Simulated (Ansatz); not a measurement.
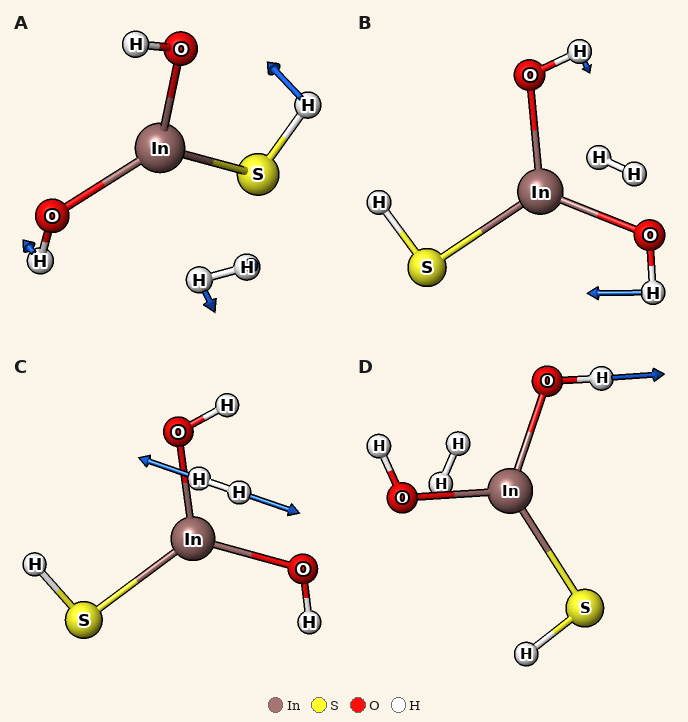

4 normal modes of one molecule or complex, as arrows. Harmonic vibrations computed with RKS PBE0-D4/def2-TZVP, core potentials on In (Ansatz 0.2.0) at a stationary point of the same level.

Match the panels to the wavenumbers 209 cm⁻¹, 806 cm⁻¹, 3893 cm⁻¹, 4360 cm⁻¹.

Answer. A: 209 cm⁻¹
B: 806 cm⁻¹, H–O–In bending
C: 4360 cm⁻¹, H–H stretching
D: 3893 cm⁻¹, O–H stretching
